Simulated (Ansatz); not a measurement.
**Run report: AlSiH$_{7}$O$_{3}$, molecular dynamics (part 1 of 5)**

AlSiH$_{7}$O$_{3}$, computed with RKS PBE-D4/6-31G* (Ansatz 0.2.0).

It belongs to a series of runs on one base structure; here: dynamics from the highest image of the converged band. Figures and captions count atoms from 1; the log counts them from 0 in places.

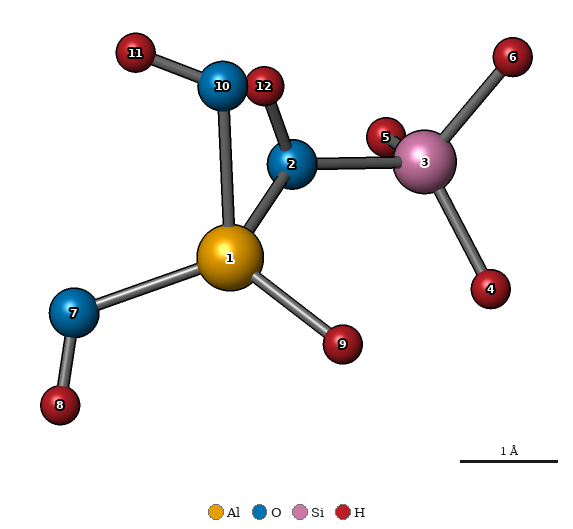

Figure 1. The input geometry (ball-and-stick view, seen at a tilt; atoms are numbered from 1 in the order of the input). Sticks mark near contacts.

### Key numbers

| quantity | value |
| --- | --- |
| outcome | finished |
| mean temperature over the second half | 176 K |
| trajectory | 200 steps, 100 fs |
| ensemble | nve |
| temperature in the input | 300.0 K |
| time step | 0.5 fs |
| potential energy (last step) | −20717.5874 eV |
| mean-field energy (last step) | −20717.3569 eV |
| largest force (length of the vector) (last step) | 1.073 eV/Å |
| hardware | 2 threads of Arm Neoverse V2, 24 GiB of memory available, shared host |
| wall time | 7.6 min (CPU time 15 min) |
| peak memory | 0.13 GiB |

So short a trajectory is not equilibrated.

### The input
```yaml
crystal:
  periodic: [false, false, false]
  atoms:
    - { symbol: Al, position_ang: [0.03488, 0.357154, 0.122839] }
    - { symbol: O, position_ang: [-0.246912, 0.102093, 2.015877] }
    - { symbol: Si, position_ang: [-1.417594, -0.577944, 3.031842] }
    - { symbol: H, position_ang: [-2.208712, -1.583293, 2.255344] }
    - { symbol: H, position_ang: [-0.749063, -1.24907, 4.191502] }
    - { symbol: H, position_ang: [-2.321977, 0.503931, 3.540335] }
    - { symbol: O, position_ang: [1.622947, -0.124012, -0.386806] }
    - { symbol: H, position_ang: [1.695082, -0.860357, -1.01835] }
    - { symbol: H, position_ang: [-1.289359, -0.036728, -0.676752] }
    - { symbol: O, position_ang: [0.15037, 2.063764, 0.846254] }
    - { symbol: H, position_ang: [1.04468, 2.45752, 0.811162] }
    - { symbol: H, position_ang: [-0.041444, 1.231741, 1.894253] }
basis:
  gaussian: { orbitals: "6-31G*" }
hamiltonian:
  xc: pbe
  dispersion: d4
md:
  timestep: 0.5
  n_steps: 200
  ensemble: nve
  temperature: 300.0
  initial_velocities: maxwell_boltzmann
  seed: 7979
```

Launched with:
```bash
ansatz run input.yaml --threads 2 --pin off --max-ram 3072MiB --backend cpu --events-out ev --progress --plain --runs-dir out
```

### What the program printed
```
Engine: ansatz 0.2.0, aarch64-unknown-linux-gnu
Functional definition: PBE
  parameter kappa = 0.804
  parameter beta = 0.06672455060314922
  exchange = pbe_x(kappa = kappa, mu = beta*pi^2/3)
  correlation = pbe_c(beta = beta)
1139 factors; their error is unknown
mean field evaluation 1: about -20703.6636 eV, gradient 9.0e1 eV
mean field evaluation 2: about -20629.2055 eV, gradient 2.0e2 eV
mean field evaluation 4: about -20716.7447 eV, gradient 2.2e1 eV
mean field evaluation 8: about -20717.5528 eV, gradient 2.4e-1 eV
mean field evaluation 16: about -20717.4908 eV, gradient 1.0e-4 eV
mean field -20717.49080789 eV, -761.3537443704 hartree, gradient 1.3e-5 eV, S^2 0.000000; 0 other end points of the search recorded, 0 dependent functions left out
the calculation of the forces begins
reference -20717.49086073 eV, -761.3537463120 hartree; 29, 29 occupied and 68, 68 virtual orbitals, 1139 factors
md step     0: t =     0.00 fs  T =   300.0 K  F+E_penalty+E_count = -20717.72245267 eV  E_kin = 0.387780 eV  conserved = -20717.33467267 eV  (28 SCF iters)
these checks for a lower state are left out or cut short: starts, cluster_reference, orbital_swaps, neighbouring_geometries, increment
1139 factors; their error is unknown
mean field -20717.48776337 eV, -761.3536324863 hartree, gradient 9.1e-6 eV, S^2 0.000000; 0 other end points of the search recorded, 0 dependent functions left out
the calculation of the forces begins
reference -20717.48781616 eV, -761.3536344261 hartree; 29, 29 occupied and 68, 68 virtual orbitals, 1139 factors
md step     1: t =     0.50 fs  T =   297.8 K  F+E_penalty+E_count = -20717.71964002 eV  E_kin = 0.384981 eV  conserved = -20717.33465947 eV  (30 SCF iters, 3 dispersion substeps)
[... from here on the SCF iterations and repeated set-up lines of each step are left out, up to the last step ...]
md step     2: t =     1.00 fs  T =   291.6 K  F+E_penalty+E_count = -20717.71150115 eV  E_kin = 0.376897 eV  conserved = -20717.33460387 eV  (30 SCF iters, 3 dispersion substeps)
md step     3: t =     1.50 fs  T =   281.9 K  F+E_penalty+E_count = -20717.69895812 eV  E_kin = 0.364433 eV  conserved = -20717.33452478 eV  (30 SCF iters, 3 dispersion substeps)
md step     4: t =     2.00 fs  T =   269.9 K  F+E_penalty+E_count = -20717.68330603 eV  E_kin = 0.348862 eV  conserved = -20717.33444402 eV  (29 SCF iters, 3 dispersion substeps)
md step     5: t =     2.50 fs  T =   256.4 K  F+E_penalty+E_count = -20717.66586196 eV  E_kin = 0.331482 eV  conserved = -20717.33438012 eV  (30 SCF iters, 3 dispersion substeps)
md step     6: t =     3.00 fs  T =   242.4 K  F+E_penalty+E_count = -20717.64767210 eV  E_kin = 0.313329 eV  conserved = -20717.33434263 eV  (29 SCF iters, 3 dispersion substeps)
md step     7: t =     3.50 fs  T =   228.2 K  F+E_penalty+E_count = -20717.62935930 eV  E_kin = 0.295029 eV  conserved = -20717.33433074 eV  (29 SCF iters, 3 dispersion substeps)
md step     8: t =     4.00 fs  T =   214.1 K  F+E_penalty+E_count = -20717.61113803 eV  E_kin = 0.276805 eV  conserved = -20717.33433350 eV  (28 SCF iters, 3 dispersion substeps)
md step     9: t =     4.50 fs  T =   200.1 K  F+E_penalty+E_count = -20717.59298014 eV  E_kin = 0.258644 eV  conserved = -20717.33433655 eV  (29 SCF iters, 3 dispersion substeps)
md step    10: t =     5.00 fs  T =   186.1 K  F+E_penalty+E_count = -20717.57484953 eV  E_kin = 0.240522 eV  conserved = -20717.33432721 eV  (30 SCF iters, 3 dispersion substeps)
md step    11: t =     5.50 fs  T =   172.2 K  F+E_penalty+E_count = -20717.55689833 eV  E_kin = 0.222596 eV  conserved = -20717.33430239 eV  (29 SCF iters, 3 dispersion substeps)
md step    12: t =     6.00 fs  T =   158.8 K  F+E_penalty+E_count = -20717.53950963 eV  E_kin = 0.205237 eV  conserved = -20717.33427246 eV  (29 SCF iters, 3 dispersion substeps)
md step    13: t =     6.50 fs  T =   146.1 K  F+E_penalty+E_count = -20717.52314077 eV  E_kin = 0.188886 eV  conserved = -20717.33425517 eV  (30 SCF iters, 3 dispersion substeps)
md step    14: t =     7.00 fs  T =   134.4 K  F+E_penalty+E_count = -20717.50805177 eV  E_kin = 0.173787 eV  conserved = -20717.33426445 eV  (29 SCF iters, 3 dispersion substeps)
md step    15: t =     7.50 fs  T =   123.6 K  F+E_penalty+E_count = -20717.49409748 eV  E_kin = 0.159799 eV  conserved = -20717.33429854 eV  (29 SCF iters, 3 dispersion substeps)
md step    16: t =     8.00 fs  T =   113.3 K  F+E_penalty+E_count = -20717.48075415 eV  E_kin = 0.146415 eV  conserved = -20717.33433884 eV  (29 SCF iters, 3 dispersion substeps)
md step    17: t =     8.50 fs  T =   102.9 K  F+E_penalty+E_count = -20717.46740336 eV  E_kin = 0.133044 eV  conserved = -20717.33435931 eV  (30 SCF iters, 3 dispersion substeps)
md step    18: t =     9.00 fs  T =    92.4 K  F+E_penalty+E_count = -20717.45372885 eV  E_kin = 0.119388 eV  conserved = -20717.33434093 eV  (29 SCF iters, 3 dispersion substeps)
md step    19: t =     9.50 fs  T =    81.8 K  F+E_penalty+E_count = -20717.44001018 eV  E_kin = 0.105728 eV  conserved = -20717.33428184 eV  (29 SCF iters, 3 dispersion substeps)
md step    20: t =    10.00 fs  T =    71.9 K  F+E_penalty+E_count = -20717.42716279 eV  E_kin = 0.092967 eV  conserved = -20717.33419627 eV  (29 SCF iters, 3 dispersion substeps)
md step    21: t =    10.50 fs  T =    63.8 K  F+E_penalty+E_count = -20717.41651772 eV  E_kin = 0.082409 eV  conserved = -20717.33410899 eV  (30 SCF iters, 3 dispersion substeps)
md step    22: t =    11.00 fs  T =    58.3 K  F+E_penalty+E_count = -20717.40943765 eV  E_kin = 0.075392 eV  conserved = -20717.33404549 eV  (28 SCF iters, 3 dispersion substeps)
md step    23: t =    11.50 fs  T =    56.4 K  F+E_penalty+E_count = -20717.40691627 eV  E_kin = 0.072892 eV  conserved = -20717.33402403 eV  (24 SCF iters, 3 dispersion substeps)
md step    24: t =    12.00 fs  T =    58.2 K  F+E_penalty+E_count = -20717.40928962 eV  E_kin = 0.075239 eV  conserved = -20717.33405086 eV  (23 SCF iters, 3 dispersion substeps)
md step    25: t =    12.50 fs  T =    63.5 K  F+E_penalty+E_count = -20717.41613965 eV  E_kin = 0.082022 eV  conserved = -20717.33411757 eV  (29 SCF iters, 3 dispersion substeps)
md step    26: t =    13.00 fs  T =    71.3 K  F+E_penalty+E_count = -20717.42641920 eV  E_kin = 0.092214 eV  conserved = -20717.33420552 eV  (30 SCF iters, 3 dispersion substeps)
md step    27: t =    13.50 fs  T =    80.8 K  F+E_penalty+E_count = -20717.43875331 eV  E_kin = 0.104463 eV  conserved = -20717.33428990 eV  (30 SCF iters, 3 dispersion substeps)
md step    28: t =    14.00 fs  T =    90.9 K  F+E_penalty+E_count = -20717.45182619 eV  E_kin = 0.117477 eV  conserved = -20717.33434915 eV  (29 SCF iters, 3 dispersion substeps)
md step    29: t =    14.50 fs  T =   100.8 K  F+E_penalty+E_count = -20717.46471001 eV  E_kin = 0.130335 eV  conserved = -20717.33437467 eV  (29 SCF iters, 3 dispersion substeps)
md step    30: t =    15.00 fs  T =   110.3 K  F+E_penalty+E_count = -20717.47699553 eV  E_kin = 0.142621 eV  conserved = -20717.33437442 eV  (29 SCF iters, 3 dispersion substeps)
md step    31: t =    15.50 fs  T =   119.4 K  F+E_penalty+E_count = -20717.48866569 eV  E_kin = 0.154296 eV  conserved = -20717.33436928 eV  (29 SCF iters, 3 dispersion substeps)
md step    32: t =    16.00 fs  T =   128.0 K  F+E_penalty+E_count = -20717.49978243 eV  E_kin = 0.165403 eV  conserved = -20717.33437901 eV  (29 SCF iters, 3 dispersion substeps)
md step    33: t =    16.50 fs  T =   136.0 K  F+E_penalty+E_count = -20717.51018574 eV  E_kin = 0.175776 eV  conserved = -20717.33440968 eV  (29 SCF iters, 3 dispersion substeps)
md step    34: t =    17.00 fs  T =   143.1 K  F+E_penalty+E_count = -20717.51940160 eV  E_kin = 0.184952 eV  conserved = -20717.33444943 eV  (29 SCF iters, 3 dispersion substeps)
md step    35: t =    17.50 fs  T =   148.8 K  F+E_penalty+E_count = -20717.52682350 eV  E_kin = 0.192348 eV  conserved = -20717.33447574 eV  (29 SCF iters, 3 dispersion substeps)
md step    36: t =    18.00 fs  T =   152.9 K  F+E_penalty+E_count = -20717.53205338 eV  E_kin = 0.197584 eV  conserved = -20717.33446983 eV  (28 SCF iters, 3 dispersion substeps)
md step    37: t =    18.50 fs  T =   155.3 K  F+E_penalty+E_count = -20717.53519168 eV  E_kin = 0.200765 eV  conserved = -20717.33442689 eV  (28 SCF iters, 3 dispersion substeps)
md step    38: t =    19.00 fs  T =   156.7 K  F+E_penalty+E_count = -20717.53691528 eV  E_kin = 0.202558 eV  conserved = -20717.33435776 eV  (28 SCF iters, 3 dispersion substeps)
md step    39: t =    19.50 fs  T =   157.8 K  F+E_penalty+E_count = -20717.53830970 eV  E_kin = 0.204026 eV  conserved = -20717.33428389 eV  (28 SCF iters, 3 dispersion substeps)
md step    40: t =    20.00 fs  T =   159.6 K  F+E_penalty+E_count = -20717.54053508 eV  E_kin = 0.206307 eV  conserved = -20717.33422851 eV  (28 SCF iters, 3 dispersion substeps)
md step    41: t =    20.50 fs  T =   162.7 K  F+E_penalty+E_count = -20717.54446058 eV  E_kin = 0.210252 eV  conserved = -20717.33420876 eV  (28 SCF iters, 3 dispersion substeps)
md step    42: t =    21.00 fs  T =   167.2 K  F+E_penalty+E_count = -20717.55039288 eV  E_kin = 0.216162 eV  conserved = -20717.33423056 eV  (29 SCF iters, 3 dispersion substeps)
md step    43: t =    21.50 fs  T =   173.1 K  F+E_penalty+E_count = -20717.55798406 eV  E_kin = 0.223698 eV  conserved = -20717.33428654 eV  (28 SCF iters, 3 dispersion substeps)
md step    44: t =    22.00 fs  T =   179.5 K  F+E_penalty+E_count = -20717.56634956 eV  E_kin = 0.231992 eV  conserved = -20717.33435785 eV  (28 SCF iters, 3 dispersion substeps)
md step    45: t =    22.50 fs  T =   185.6 K  F+E_penalty+E_count = -20717.57436476 eV  E_kin = 0.239945 eV  conserved = -20717.33441963 eV  (29 SCF iters, 3 dispersion substeps)
md step    46: t =    23.00 fs  T =   190.8 K  F+E_penalty+E_count = -20717.58104828 eV  E_kin = 0.246596 eV  conserved = -20717.33445210 eV  (29 SCF iters, 3 dispersion substeps)
md step    47: t =    23.50 fs  T =   194.5 K  F+E_penalty+E_count = -20717.58588098 eV  E_kin = 0.251434 eV  conserved = -20717.33444689 eV  (28 SCF iters, 3 dispersion substeps)
md step    48: t =    24.00 fs  T =   196.9 K  F+E_penalty+E_count = -20717.58892603 eV  E_kin = 0.254512 eV  conserved = -20717.33441383 eV  (28 SCF iters, 3 dispersion substeps)
md step    49: t =    24.50 fs  T =   198.3 K  F+E_penalty+E_count = -20717.59067374 eV  E_kin = 0.256298 eV  conserved = -20717.33437607 eV  (29 SCF iters, 3 dispersion substeps)
md step    50: t =    25.00 fs  T =   199.1 K  F+E_penalty+E_count = -20717.59168754 eV  E_kin = 0.257331 eV  conserved = -20717.33435704 eV  (29 SCF iters, 3 dispersion substeps)
md step    51: t =    25.50 fs  T =   199.5 K  F+E_penalty+E_count = -20717.59224991 eV  E_kin = 0.257884 eV  conserved = -20717.33436627 eV  (29 SCF iters, 3 dispersion substeps)
md step    52: t =    26.00 fs  T =   199.5 K  F+E_penalty+E_count = -20717.59221824 eV  E_kin = 0.257824 eV  conserved = -20717.33439423 eV  (29 SCF iters, 3 dispersion substeps)
md step    53: t =    26.50 fs  T =   198.6 K  F+E_penalty+E_count = -20717.59116659 eV  E_kin = 0.256747 eV  conserved = -20717.33442001 eV  (29 SCF iters, 3 dispersion substeps)
md step    54: t =    27.00 fs  T =   196.7 K  F+E_penalty+E_count = -20717.58870570 eV  E_kin = 0.254281 eV  conserved = -20717.33442424 eV  (30 SCF iters, 3 dispersion substeps)
md step    55: t =    27.50 fs  T =   193.7 K  F+E_penalty+E_count = -20717.58478152 eV  E_kin = 0.250383 eV  conserved = -20717.33439894 eV  (30 SCF iters, 3 dispersion substeps)
md step    56: t =    28.00 fs  T =   189.9 K  F+E_penalty+E_count = -20717.57979545 eV  E_kin = 0.245444 eV  conserved = -20717.33435150 eV  (29 SCF iters, 3 dispersion substeps)
md step    57: t =    28.50 fs  T =   185.8 K  F+E_penalty+E_count = -20717.57450169 eV  E_kin = 0.240204 eV  conserved = -20717.33429731 eV  (30 SCF iters, 3 dispersion substeps)
md step    58: t =    29.00 fs  T =   182.2 K  F+E_penalty+E_count = -20717.56975884 eV  E_kin = 0.235504 eV  conserved = -20717.33425480 eV  (29 SCF iters, 3 dispersion substeps)
md step    59: t =    29.50 fs  T =   179.5 K  F+E_penalty+E_count = -20717.56624178 eV  E_kin = 0.232004 eV  conserved = -20717.33423745 eV  (30 SCF iters, 3 dispersion substeps)
md step    60: t =    30.00 fs  T =   177.9 K  F+E_penalty+E_count = -20717.56422602 eV  E_kin = 0.229976 eV  conserved = -20717.33425001 eV  (29 SCF iters, 3 dispersion substeps)
md step    61: t =    30.50 fs  T =   177.3 K  F+E_penalty+E_count = -20717.56351257 eV  E_kin = 0.229226 eV  conserved = -20717.33428673 eV  (29 SCF iters, 3 dispersion substeps)
md step    62: t =    31.00 fs  T =   177.3 K  F+E_penalty+E_count = -20717.56351980 eV  E_kin = 0.229187 eV  conserved = -20717.33433285 eV  (30 SCF iters, 3 dispersion substeps)
md step    63: t =    31.50 fs  T =   177.3 K  F+E_penalty+E_count = -20717.56351692 eV  E_kin = 0.229147 eV  conserved = -20717.33436983 eV  (30 SCF iters, 3 dispersion substeps)
md step    64: t =    32.00 fs  T =   176.8 K  F+E_penalty+E_count = -20717.56291792 eV  E_kin = 0.228536 eV  conserved = -20717.33438229 eV  (30 SCF iters, 3 dispersion substeps)
md step    65: t =    32.50 fs  T =   175.7 K  F+E_penalty+E_count = -20717.56151598 eV  E_kin = 0.227149 eV  conserved = -20717.33436726 eV  (30 SCF iters, 3 dispersion substeps)
md step    66: t =    33.00 fs  T =   174.2 K  F+E_penalty+E_count = -20717.55952898 eV  E_kin = 0.225192 eV  conserved = -20717.33433697 eV  (30 SCF iters, 3 dispersion substeps)
md step    67: t =    33.50 fs  T =   172.6 K  F+E_penalty+E_count = -20717.55740531 eV  E_kin = 0.223091 eV  conserved = -20717.33431481 eV  (28 SCF iters, 3 dispersion substeps)
md step    68: t =    34.00 fs  T =   171.1 K  F+E_penalty+E_count = -20717.55546671 eV  E_kin = 0.221144 eV  conserved = -20717.33432249 eV  (29 SCF iters, 3 dispersion substeps)
md step    69: t =    34.50 fs  T =   169.6 K  F+E_penalty+E_count = -20717.55358622 eV  E_kin = 0.219222 eV  conserved = -20717.33436432 eV  (28 SCF iters, 3 dispersion substeps)
md step    70: t =    35.00 fs  T =   167.6 K  F+E_penalty+E_count = -20717.55111469 eV  E_kin = 0.216689 eV  conserved = -20717.33442540 eV  (29 SCF iters, 3 dispersion substeps)
md step    71: t =    35.50 fs  T =   164.5 K  F+E_penalty+E_count = -20717.54711377 eV  E_kin = 0.212636 eV  conserved = -20717.33447781 eV  (28 SCF iters, 3 dispersion substeps)
md step    72: t =    36.00 fs  T =   159.6 K  F+E_penalty+E_count = -20717.54078011 eV  E_kin = 0.206284 eV  conserved = -20717.33449634 eV  (29 SCF iters, 3 dispersion substeps)
md step    73: t =    36.50 fs  T =   152.7 K  F+E_penalty+E_count = -20717.53183223 eV  E_kin = 0.197361 eV  conserved = -20717.33447120 eV  (29 SCF iters, 3 dispersion substeps)
md step    74: t =    37.00 fs  T =   144.1 K  F+E_penalty+E_count = -20717.52067468 eV  E_kin = 0.186266 eV  conserved = -20717.33440869 eV  (29 SCF iters, 3 dispersion substeps)
md step    75: t =    37.50 fs  T =   134.6 K  F+E_penalty+E_count = -20717.50829730 eV  E_kin = 0.173969 eV  conserved = -20717.33432831 eV  (29 SCF iters, 3 dispersion substeps)
md step    76: t =    38.00 fs  T =   125.1 K  F+E_penalty+E_count = -20717.49597504 eV  E_kin = 0.161723 eV  conserved = -20717.33425250 eV  (28 SCF iters, 3 dispersion substeps)
md step    77: t =    38.50 fs  T =   116.6 K  F+E_penalty+E_count = -20717.48490718 eV  E_kin = 0.150707 eV  conserved = -20717.33420064 eV  (28 SCF iters, 3 dispersion substeps)
md step    78: t =    39.00 fs  T =   109.7 K  F+E_penalty+E_count = -20717.47591695 eV  E_kin = 0.141735 eV  conserved = -20717.33418231 eV  (29 SCF iters, 3 dispersion substeps)
md step    79: t =    39.50 fs  T =   104.5 K  F+E_penalty+E_count = -20717.46930395 eV  E_kin = 0.135109 eV  conserved = -20717.33419472 eV  (29 SCF iters, 3 dispersion substeps)
md step    80: t =    40.00 fs  T =   101.1 K  F+E_penalty+E_count = -20717.46488503 eV  E_kin = 0.130660 eV  conserved = -20717.33422496 eV  (29 SCF iters, 3 dispersion substeps)
md step    81: t =    40.50 fs  T =    99.0 K  F+E_penalty+E_count = -20717.46219804 eV  E_kin = 0.127944 eV  conserved = -20717.33425444 eV  (31 SCF iters, 3 dispersion substeps)
md step    82: t =    41.00 fs  T =    97.9 K  F+E_penalty+E_count = -20717.46078797 eV  E_kin = 0.126520 eV  conserved = -20717.33426833 eV  (30 SCF iters, 3 dispersion substeps)
md step    83: t =    41.50 fs  T =    97.6 K  F+E_penalty+E_count = -20717.46044163 eV  E_kin = 0.126179 eV  conserved = -20717.33426290 eV  (30 SCF iters, 3 dispersion substeps)
md step    84: t =    42.00 fs  T =    98.2 K  F+E_penalty+E_count = -20717.46124338 eV  E_kin = 0.126995 eV  conserved = -20717.33424845 eV  (31 SCF iters, 3 dispersion substeps)
md step    85: t =    42.50 fs  T =    99.9 K  F+E_penalty+E_count = -20717.46340211 eV  E_kin = 0.129156 eV  conserved = -20717.33424609 eV  (31 SCF iters, 3 dispersion substeps)
md step    86: t =    43.00 fs  T =   102.6 K  F+E_penalty+E_count = -20717.46692985 eV  E_kin = 0.132656 eV  conserved = -20717.33427336 eV  (30 SCF iters, 3 dispersion substeps)
md step    87: t =    43.50 fs  T =   106.0 K  F+E_penalty+E_count = -20717.47138116 eV  E_kin = 0.137050 eV  conserved = -20717.33433077 eV  (28 SCF iters, 3 dispersion substeps)
md step    88: t =    44.00 fs  T =   109.4 K  F+E_penalty+E_count = -20717.47585044 eV  E_kin = 0.141452 eV  conserved = -20717.33439880 eV  (30 SCF iters, 3 dispersion substeps)
md step    89: t =    44.50 fs  T =   112.0 K  F+E_penalty+E_count = -20717.47927102 eV  E_kin = 0.144823 eV  conserved = -20717.33444820 eV  (28 SCF iters, 3 dispersion substeps)
md step    90: t =    45.00 fs  T =   113.3 K  F+E_penalty+E_count = -20717.48086480 eV  E_kin = 0.146409 eV  conserved = -20717.33445568 eV  (29 SCF iters, 3 dispersion substeps)
md step    91: t =    45.50 fs  T =   113.0 K  F+E_penalty+E_count = -20717.48050441 eV  E_kin = 0.146089 eV  conserved = -20717.33441507 eV  (29 SCF iters, 3 dispersion substeps)
md step    92: t =    46.00 fs  T =   111.8 K  F+E_penalty+E_count = -20717.47881427 eV  E_kin = 0.144476 eV  conserved = -20717.33433866 eV  (30 SCF iters, 3 dispersion substeps)
md step    93: t =    46.50 fs  T =   110.4 K  F+E_penalty+E_count = -20717.47698529 eV  E_kin = 0.142735 eV  conserved = -20717.33425019 eV  (28 SCF iters, 3 dispersion substeps)
md step    94: t =    47.00 fs  T =   110.0 K  F+E_penalty+E_count = -20717.47640422 eV  E_kin = 0.142229 eV  conserved = -20717.33417560 eV  (28 SCF iters, 3 dispersion substeps)
md step    95: t =    47.50 fs  T =   111.5 K  F+E_penalty+E_count = -20717.47824621 eV  E_kin = 0.144112 eV  conserved = -20717.33413424 eV  (30 SCF iters, 3 dispersion substeps)
md step    96: t =    48.00 fs  T =   115.3 K  F+E_penalty+E_count = -20717.48316613 eV  E_kin = 0.149032 eV  conserved = -20717.33413395 eV  (29 SCF iters, 3 dispersion substeps)
md step    97: t =    48.50 fs  T =   121.5 K  F+E_penalty+E_count = -20717.49117179 eV  E_kin = 0.157002 eV  conserved = -20717.33416980 eV  (29 SCF iters, 3 dispersion substeps)
md step    98: t =    49.00 fs  T =   129.6 K  F+E_penalty+E_count = -20717.50170227 eV  E_kin = 0.167476 eV  conserved = -20717.33422584 eV  (29 SCF iters, 3 dispersion substeps)
md step    99: t =    49.50 fs  T =   138.9 K  F+E_penalty+E_count = -20717.51387722 eV  E_kin = 0.179595 eV  conserved = -20717.33428234 eV  (28 SCF iters, 3 dispersion substeps)
```
